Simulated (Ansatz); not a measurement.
# Electron scattering at the Σ11 (332) boundary in bcc Ta, starting shift (0.5, 0.5), part 3 of 3

How much does the Σ11 (332) boundary in bcc Ta, starting shift (0.5, 0.5) reflect electrons?

Ansatz 0.2.0; Ansatz plane-wave DFT, PBE, PAW files; relaxation of a bicrystal slab with its lowest layers held; PAW set soft_1 (the session's first sound run).

So far. Step 3 (Transmission across the boundary): Over the solved energies the transmission per spin lies between 1.91 and 2.30, out of 5.72 channels of the lead on average (up to 6.17). The log calls the step of a lead's potential too much. Step 4 (Specific resistance): Averaged over the energies near the Fermi level, 36.9 % of the channels pass, which makes 0.986 fΩ m².

### Step 5. Single-crystal slab for reference

This step: Ansatz plane-wave DFT, PBE, PAW files; relaxation of a single-crystal slab with its lowest layers held; PAW set soft_1 (Ansatz 0.2.0).

System of this step: Ta slab, plane (3, 3, 2). The cell holds 28 atoms: 28 Ta. Cell: a = 4.671 Å, b = 5.477 Å, c = 30.011 Å, α = 90.0°, β = 90.0°, γ = 90.0°. It derives from Ta. Vacuum lies along c.

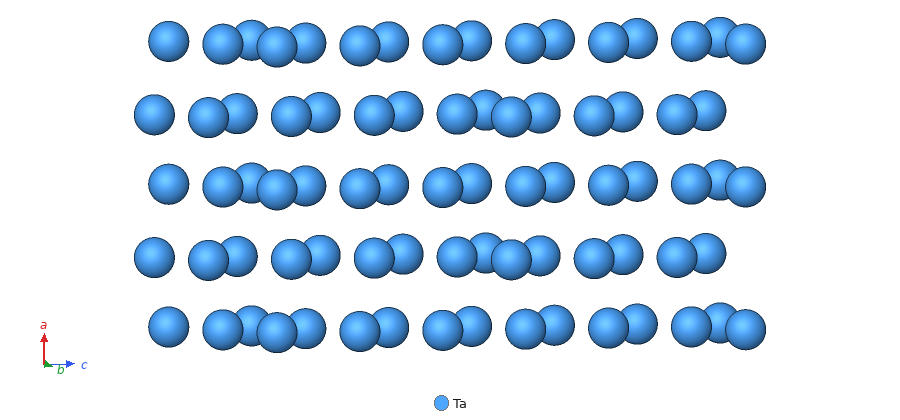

The cell of this step (tantalum blue). 2×1×1 cells are drawn. Some periodic images of atoms are drawn too.

input.yaml reads:

```yaml
crystal:
  lattice:
    - [4.6705251426, 0.0, 0.0]
    - [0.0, 5.4766761838, 0.0]
    - [0.0, 0.0, 30.0109202606]
  atoms:
    - { symbol: Ta, position: [0.5, 0.3636363635, 0.1666060206] }
    - { symbol: Ta, position: [0.0, 0.0909090908, 0.1900677523] }
    - { symbol: Ta, position: [0.5, 0.8181818181, 0.2135294839] }
    - { symbol: Ta, position: [0.0, 0.5454545454, 0.2369912156] }
    - { symbol: Ta, position: [0.5, 0.2727272727, 0.2604529472] }
    - { symbol: Ta, position: [0.0, 0.9999999999, 0.2839146789] }
    - { symbol: Ta, position: [0.5, 0.7272727272, 0.3073764105] }
    - { symbol: Ta, position: [0.0, 0.4545454545, 0.3308381422] }
    - { symbol: Ta, position: [0.5, 0.1818181818, 0.3542998738] }
    - { symbol: Ta, position: [0.0, 0.909090909, 0.3777616055] }
    - { symbol: Ta, position: [0.5, 0.6363636363, 0.4012233372] }
    - { symbol: Ta, position: [0.0, 0.3636363636, 0.4246850688] }
    - { symbol: Ta, position: [0.5, 0.0909090909, 0.4481468005] }
    - { symbol: Ta, position: [0.0, 0.8181818181, 0.4716085321] }
    - { symbol: Ta, position: [0.5, 0.5454545454, 0.4950702638] }
    - { symbol: Ta, position: [0.0, 0.2727272727, 0.5185319954] }
    - { symbol: Ta, position: [0.5, 1.0, 0.5419937271] }
    - { symbol: Ta, position: [0.0, 0.7272727272, 0.5654554587] }
    - { symbol: Ta, position: [0.5, 0.4545454545, 0.5889171904] }
    - { symbol: Ta, position: [0.0, 0.1818181818, 0.612378922] }
    - { symbol: Ta, position: [0.5, 0.9090909091, 0.6358406537] }
    - { symbol: Ta, position: [0.0, 0.6363636363, 0.6593023853] }
    - { symbol: Ta, position: [0.5, 0.3636363636, 0.682764117] }
    - { symbol: Ta, position: [0.0, 0.0909090909, 0.7062258486] }
    - { symbol: Ta, position: [0.5, 0.8181818182, 0.7296875803] }
    - { symbol: Ta, position: [0.0, 0.5454545454, 0.7531493119] }
    - { symbol: Ta, position: [0.5, 0.2727272727, 0.7766110436] }
    - { symbol: Ta, position: [0.0, 0.0, 0.8000727752] }
kpoints:
  mp_grid: { grid: [5, 5, 1] }
hamiltonian:
  xc: pbe
  pseudopotentials: { kind: paw, azcp: { folder: soft_1 } }
scf:
  occupations: { method: fermi_dirac, width: 0.1 }
relax:
  f_tol: 0.03
  max_steps: 80
  constraints: [{ sites: [0, 1, 2, 3, 4] }]
```

Started as:

```sh
$ ansatz run input.yaml --threads 4 --pin off --max-ram 15360MiB --backend cpu --events-out ev --progress --plain --runs-dir out
```

Numbers of over 12 decimals in the logs are rounded to 6 here.

Output:

```text
Warning: crystal.symmetry: narrowed to the stabiliser of the relax constraints — unitary ops 4 → 2; lowered at sites 0, 1, 2, 3, 4, 23, 24, 25, 26, 27 (the operations that carried what is held of a site onto what its image site leaves free; the constrained walk keeps no symmetry that its constraints do not admit)
[...]
Crystal: 28 atoms, lattice volume = 767.648 Å³
Basis set: ecut = 420 eV, 14945 PW (Γ), exchange–correlation on 64×80×432 points (8 copies of the dense FFT grid, shifted against one another)
Bands: 219, of which v1, the nominal top of the filled ones, is band 182 counted from 1 (181 counted from 0)
Symmetry: 2 space group operations
k-points: 9 of 25 (time reversal used)
[...]
SCF iter   1: F=—  HF=-278138.552312 eV  |F-HF|=—  |Δ(HF+E_count)|=         —  Δρ=5.23e-2  dr2=7.26e2  ethr=3.10e-3  ⟨swp⟩=10.7  Hψ=9945  notcnv=0  defer=4
[...]
SCF iter  10: F=-278121.655288 eV  HF=-278121.655288 eV  |F-HF|=5.24e-7  |Δ(HF+E_count)|=   1.37e-6  Δρ=6.40e-6  dr2=9.03e-7  ethr=6.18e-9  ⟨swp⟩=4.6  Hψ=6028  notcnv=0
SCF 1 converged in 10 iterations: F = -278121.655288 eV  dr2 = 9.03e-7
[...]
relax step   1: F+E_penalty+E_count = -278121.65528754 eV  Δ(F+E_penalty+E_count) = +0.000e0 eV  max|allowed force component| = 1.858e0 eV/Å  Δτ_max = 0.0000 Å  (10 SCF iters, dr2 threshold 2.25e-5 eV, accepted)
[...]
SCF iter   6: F=-278122.018915 eV  HF=-278122.018944 eV  |F-HF|=2.92e-5  |Δ(HF+E_count)|=   3.39e-5  Δρ=3.79e-5  dr2=4.63e-5  ethr=2.75e-8  ⟨swp⟩=3.0  Hψ=7662  notcnv=0
SCF 2 converged in 6 iterations: F = -278122.018915 eV  dr2 = 4.63e-5
relax step   2: F+E_penalty+E_count = -278122.01891464 eV  Δ(F+E_penalty+E_count) = -3.636e-1 eV  max|allowed force component| = 7.241e-1 eV/Å  Δτ_max = 0.1957 Å  (6 SCF iters, dr2 threshold 1.00e-4 eV, accepted)
[...]
SCF iter   6: F=-278122.063974 eV  HF=-278122.063978 eV  |F-HF|=3.93e-6  |Δ(HF+E_count)|=   9.48e-6  Δρ=1.53e-5  dr2=7.83e-6  ethr=9.00e-9  ⟨swp⟩=5.0  Hψ=6450  notcnv=0
SCF 3 converged in 6 iterations: F = -278122.063974 eV  dr2 = 7.83e-6
[...]
relax step   3: F+E_penalty+E_count = -278122.06397428 eV  Δ(F+E_penalty+E_count) = -4.506e-2 eV  max|allowed force component| = 3.429e-1 eV/Å  Δτ_max = 0.1501 Å  (6 SCF iters, dr2 threshold 3.28e-5 eV, accepted)
[...]
relax step   4: F+E_penalty+E_count = -278122.07941729 eV  Δ(F+E_penalty+E_count) = -1.544e-2 eV  max|allowed force component| = 1.231e-1 eV/Å  Δτ_max = 0.0767 Å  (6 SCF iters, dr2 threshold 1.79e-5 eV, accepted)
[...]
relax step   5: F+E_penalty+E_count = -278122.08809980 eV  Δ(F+E_penalty+E_count) = -8.683e-3 eV  max|allowed force component| = 2.302e-2 eV/Å  Δτ_max = 0.0468 Å  (6 SCF iters, dr2 threshold 1.95e-6 eV, accepted)
[...]
SCF iter   4: F=-278122.088101 eV  HF=-278122.088101 eV  |F-HF|=5.24e-10  |Δ(HF+E_count)|=   1.46e-8  Δρ=3.85e-7  dr2=3.14e-9  ethr=2.75e-11  ⟨swp⟩=3.0  Hψ=7571  notcnv=0
SCF 6 converged in 4 iterations: F = -278122.088101 eV  dr2 = 3.14e-9
relax step   6: F+E_penalty+E_count = -278122.08810084 eV  Δ(F+E_penalty+E_count) = -1.038e-6 eV  max|allowed force component| = 2.301e-2 eV/Å  Δτ_max = 0.0000 Å  (4 SCF iters, accepted)
SCF converged after 4 iterations
Free energy (F): -278122.088101 eV
[...]
Internal energy: -278120.807172 eV  (E = F + TS)
E sigma→0 (E₀):  -278121.447637 eV
Entropy (-TS):   -1.280928 eV (-45.747 meV/atom)
Fermi energy:    10.983513 eV
[...]
--- Forces (eV/Å), atoms counted from 1 ---
  atom   1  Ta     0.00000000    -0.26237880     1.84716705
  atom   2  Ta     0.00000000    -0.07314218     0.35266807
  atom   3  Ta    -0.00000000     0.56635220    -0.36541153
  atom   4  Ta    -0.00000000    -0.45438308    -1.06120230
  atom   5  Ta    -0.00000000     0.22174845    -0.77781250
  atom   6  Ta     0.00000000     0.00119295     0.00447532
  atom   7  Ta     0.00000000    -0.00060469     0.00225993
  atom   8  Ta     0.00000000     0.00178554     0.00051167
  atom   9  Ta     0.00000000     0.00014277    -0.00080806
  atom  10  Ta    -0.00000000     0.00174253    -0.00098666
  atom  11  Ta     0.00000000    -0.00037187    -0.00157352
  atom  12  Ta    -0.00000000    -0.00047138    -0.00291608
  atom  13  Ta     0.00000000     0.00197314     0.00099658
  atom  14  Ta    -0.00000000    -0.00043215     0.00169488
  atom  15  Ta     0.00000000    -0.00353684     0.00561648
  atom  16  Ta     0.00000000    -0.00041531     0.00218738
  atom  17  Ta     0.00000000    -0.00710099     0.00153222
  atom  18  Ta     0.00000000    -0.00039625     0.00575379
  atom  19  Ta    -0.00000000    -0.00969047    -0.00353437
  atom  20  Ta    -0.00000000    -0.00688923    -0.00252096
  atom  21  Ta    -0.00000000    -0.00619204    -0.00091073
  atom  22  Ta    -0.00000000     0.01368816     0.00177025
  atom  23  Ta    -0.00000000    -0.00454605    -0.00462297
  atom  24  Ta    -0.00000000    -0.00614205     0.02301409
  atom  25  Ta     0.00000000    -0.00256205    -0.01007335
  atom  26  Ta    -0.00000000     0.00212179    -0.00480775
  atom  27  Ta     0.00000000     0.00915089    -0.01187772
  atom  28  Ta    -0.00000000     0.01934318    -0.00056760
  max |Σ_I F_I| component: 2.16e-5 eV/Å
--- Relaxed structure (6 steps of the walk, 6 accepted, 0 SCFs on fresh bases) ---
  F+E_penalty+E_count = -278122.08810084 eV   max|allowed force component| = 2.301e-2 eV/Å
  atoms:
    - { symbol: Ta, position: [0.500000, 0.363636, 0.166606] }
    - { symbol: Ta, position: [0.0, 0.090909, 0.190068] }
    - { symbol: Ta, position: [0.500000, 0.818182, 0.213529] }
    - { symbol: Ta, position: [0.0, 0.545455, 0.236991] }
    - { symbol: Ta, position: [0.500000, 0.272727, 0.260453] }
    - { symbol: Ta, position: [-6.69550147702399e-19, 1.003458, 0.282976] }
    - { symbol: Ta, position: [0.500000, 0.725837, 0.306890] }
    - { symbol: Ta, position: [1.8633492253608994e-19, 0.453570, 0.331099] }
    - { symbol: Ta, position: [0.500000, 0.180881, 0.354772] }
    - { symbol: Ta, position: [3.672561259130344e-19, 0.908718, 0.378276] }
    - { symbol: Ta, position: [0.500000, 0.637365, 0.402009] }
    - { symbol: Ta, position: [7.993549144738913e-19, 0.364464, 0.425806] }
    - { symbol: Ta, position: [0.500000, 0.092522, 0.449916] }
    - { symbol: Ta, position: [1.2655983248018758e-18, 0.819077, 0.473383] }
    - { symbol: Ta, position: [0.500000, 0.547681, 0.497158] }
    - { symbol: Ta, position: [1.4960849770991496e-18, 0.274234, 0.520629] }
    - { symbol: Ta, position: [0.500000, 1.001442, 0.544607] }
    - { symbol: Ta, position: [2.184600931570112e-18, 0.728622, 0.568518] }
    - { symbol: Ta, position: [0.500000, 0.456036, 0.592041] }
    - { symbol: Ta, position: [2.510783445416084e-18, 0.183844, 0.615898] }
    - { symbol: Ta, position: [0.500000, 0.908806, 0.640005] }
    - { symbol: Ta, position: [2.688140872202202e-18, 0.636806, 0.663071] }
    - { symbol: Ta, position: [0.500000, 0.366385, 0.686818] }
    - { symbol: Ta, position: [1.6109309334232865e-18, 0.089382, 0.708484] }
    - { symbol: Ta, position: [0.500000, 0.824741, 0.738170] }
    - { symbol: Ta, position: [2.3369854789038592e-18, 0.531114, 0.756425] }
    - { symbol: Ta, position: [0.500000, 0.288058, 0.778661] }
    - { symbol: Ta, position: [-3.703963943768635e-18, 0.00397345, 0.794881] }
```

Elapsed: 4.3 min, on 4 threads of Arm Neoverse V2, shared host; peak memory 3.4 GiB; 17 min of CPU time.

Step by step:

```csv
step,energy less that of the first step (eV),largest force component (eV/Å)
1,0.0000,1.8583
2,-0.3636,0.7241
3,-0.4087,0.3429
4,-0.4241,0.1231
5,-0.4328,0.0230
6,-0.4328,0.0230
```

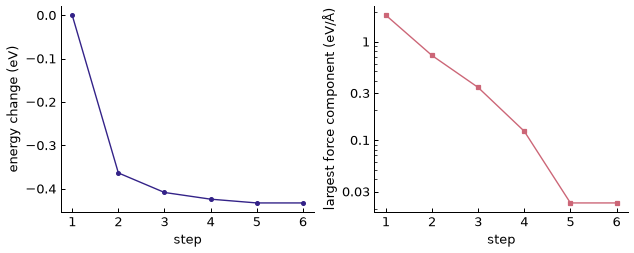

Energy and largest force along the relaxation.

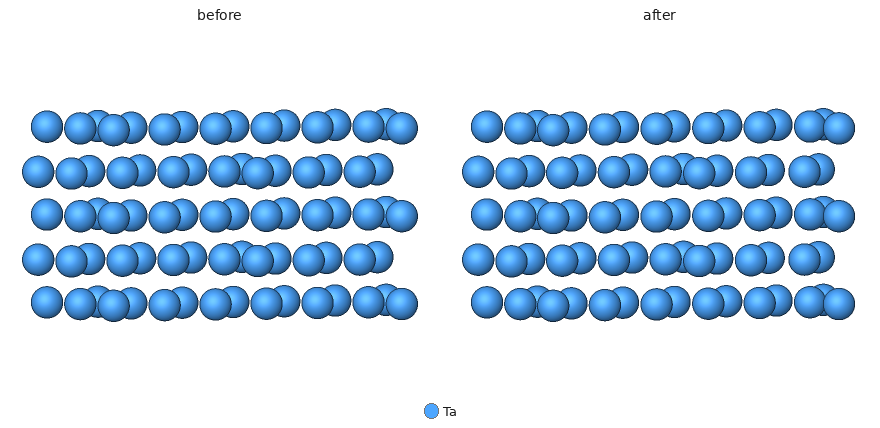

The structure before and after the relaxation, drawn at the same scale.

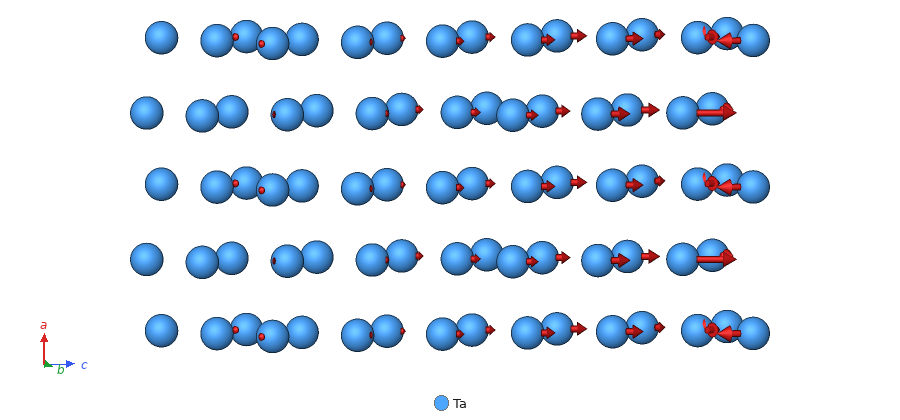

Displacements in the relaxation, exaggerated; the longest in the cell stands for 0.26 Å. 2×1×1 cells are drawn. Some periodic images of atoms are drawn too.

The atoms that moved most (Å):

```csv
atom,dx,dy,dz,length
Ta25,0.000,0.036,0.255,0.257
Ta28,0.000,0.022,-0.156,0.157
Ta26,0.000,-0.079,0.098,0.126
Ta21,0.000,-0.002,0.125,0.125
Ta23,0.000,0.015,0.122,0.123
Ta22,0.000,0.002,0.113,0.113
Ta20,0.000,0.011,0.106,0.106
Ta27,0.000,0.084,0.062,0.104
```

Final coordinates:

```cif
data_structure
_symmetry_space_group_name_H-M 'P 1'
_symmetry_Int_Tables_number 1
_cell_length_a 4.6705
_cell_length_b 5.4767
_cell_length_c 30.0109
_cell_angle_alpha 90.000
_cell_angle_beta 90.000
_cell_angle_gamma 90.000
_cell_volume 767.65
loop_
_atom_site_label
_atom_site_type_symbol
_atom_site_fract_x
_atom_site_fract_y
_atom_site_fract_z
_atom_site_occupancy
Ta1 Ta 0.50000 0.36364 0.16661 1
Ta2 Ta 0.00000 0.09091 0.19007 1
Ta3 Ta 0.50000 0.81818 0.21353 1
Ta4 Ta 0.00000 0.54545 0.23699 1
Ta5 Ta 0.50000 0.27273 0.26045 1
Ta6 Ta 0.00000 0.00346 0.28298 1
Ta7 Ta 0.50000 0.72584 0.30689 1
Ta8 Ta 0.00000 0.45357 0.33110 1
Ta9 Ta 0.50000 0.18088 0.35477 1
Ta10 Ta 0.00000 0.90872 0.37828 1
Ta11 Ta 0.50000 0.63737 0.40201 1
Ta12 Ta 0.00000 0.36446 0.42581 1
Ta13 Ta 0.50000 0.09252 0.44992 1
Ta14 Ta 0.00000 0.81908 0.47338 1
Ta15 Ta 0.50000 0.54768 0.49716 1
Ta16 Ta 0.00000 0.27423 0.52063 1
Ta17 Ta 0.50000 0.00144 0.54461 1
Ta18 Ta 0.00000 0.72862 0.56852 1
Ta19 Ta 0.50000 0.45604 0.59204 1
Ta20 Ta 0.00000 0.18384 0.61590 1
Ta21 Ta 0.50000 0.90881 0.64001 1
Ta22 Ta 0.00000 0.63681 0.66307 1
Ta23 Ta 0.50000 0.36638 0.68682 1
Ta24 Ta 0.00000 0.08938 0.70848 1
Ta25 Ta 0.50000 0.82474 0.73817 1
Ta26 Ta 0.00000 0.53111 0.75643 1
Ta27 Ta 0.50000 0.28806 0.77866 1
Ta28 Ta 0.00000 0.00397 0.79488 1
```

Numbers from this step:

| Item | Value |
| --- | --- |
| free energy | -278122.0881 eV |
| energy at zero smearing | -278121.4476 eV |
| Fermi energy | 10.98 eV |

The largest force component on a free atom ends at 0.023 eV/Å, under the tolerance of 0.03, after 6 steps.

### Step 6. Bulk reference

This step: Ansatz plane-wave DFT, PBE, PAW files; bulk reference; PAW set soft_1 (Ansatz 0.2.0).

System of this step: Ta. The structure is cubic, space group Im-3m (No. 229). Conventional cell: a = 3.303 Å, b = 3.303 Å, c = 3.303 Å, α = 90.00°, β = 90.00°, γ = 90.00°. Nearest to Ta lie 8 Ta at 2.86 Å.

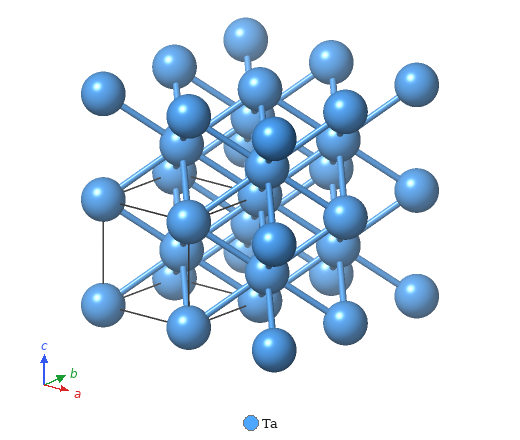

The cell of this step (tantalum blue). 2×2×2 conventional cells are drawn. Some periodic images of atoms are drawn too.

input.yaml, the sections that differ from step 5:

```yaml
crystal:
  lattice:
    - [-1.65128, 1.65128, 1.65128]
    - [1.65128, -1.65128, 1.65128]
    - [1.65128, 1.65128, -1.65128]
  atoms:
    - { symbol: Ta, position: [0.0, 0.0, 0.0] }
kpoints:
  mp_grid: { grid: [18, 18, 18] }
# hamiltonian, scf: as in step 5
# relax: removed
```

Output:

```text
[...]
Crystal: 1 atoms, lattice volume = 18.010 Å³
Basis set: ecut = 420 eV, 369 PW (Γ)
Bands: 11, of which v1, the nominal top of the filled ones, is band 7 counted from 1 (6 counted from 0)
Symmetry: 48 space group operations
[...]
k-points: 195 of 5832
[...]
SCF iter   1: F=—  HF=-9933.363882 eV  |F-HF|=—  |Δ(HF+E_count)|=         —  Δρ=4.14e-2  dr2=3.21e-1  ethr=3.10e-3  ⟨swp⟩=5.0  Hψ=11058  notcnv=0
[...]
SCF iter   6: F=-9933.251922 eV  HF=-9933.251922 eV  |F-HF|=3.15e-10  |Δ(HF+E_count)|=   6.80e-9  Δρ=3.42e-6  dr2=5.94e-10  ethr=2.68e-10  ⟨swp⟩=1.0  Hψ=5631  notcnv=0
SCF 1 converged in 6 iterations: F = -9933.251922 eV  dr2 = 5.94e-10
[...]
SCF converged after 6 iterations
Free energy (F): -9933.251922 eV
[...]
Internal energy: -9933.208950 eV  (E = F + TS)
E sigma→0 (E₀):  -9933.230436 eV
Entropy (-TS):   -0.042971 eV (-42.971 meV/atom)
Fermi energy:    18.517834 eV
[...]
```

The job ended after 0.44 s (4 threads; peak memory 0.28 GiB).

This step gave:

```
free energy             : -9933.2519 eV
energy at zero smearing : -9933.2304 eV
Fermi energy            : 18.52 eV
```

### Step 7. Boundary energy

This step: Ansatz plane-wave DFT, PBE, PAW files; bicrystal less single-crystal slab less bulk atoms, a boundary area; PAW set soft_1 (Ansatz 0.2.0).

Numbers from this step:

| Property | Result |
| --- | --- |
| excess energy of the cell | 2.830 eV |
| boundary energy | 1.773 J/m² |

The boundary costs 1.8 J/m².

By hand: 2.83 eV / 25.58 Å² × 16.02 = 1.77 J/m².

### Step 8. What came out

- specific resistance of the boundary: 0.986 fΩ m²
- share of channels that pass: 0.369
- boundary energy: 1.77 J/m²

The boundary has a specific resistance of 0.99 fΩ m² and an energy of 1.8 J/m². The boundary reflects 63 % of the channels; 0.99 fΩ m² is 9.9×10⁻¹² Ω·cm². That equals the resistance of 7.3 nm of bulk Ta at 300 K (measured 13.5 µΩ cm, CRC Handbook of Chemistry and Physics, 84th ed., 2003, Electrical Resistivity of Pure Metals). One starting structure was relaxed; another shift or atom count at the boundary may lie lower. Spin-orbit coupling is left out, which matters for Ta. A lead's potential steps by up to 31 meV from period to period, which the log calls too much, so longer leads could move the result.

[Logs are printed without paths, hosts, clocks, repeated set-up lines and the standing remarks that a program may print on its own settings, such as how far it seeks lower states.]

[Hosts, paths, dates, database ids (printed as entryN), source tags and the programs' standing remarks are cut or masked in the printed files.]
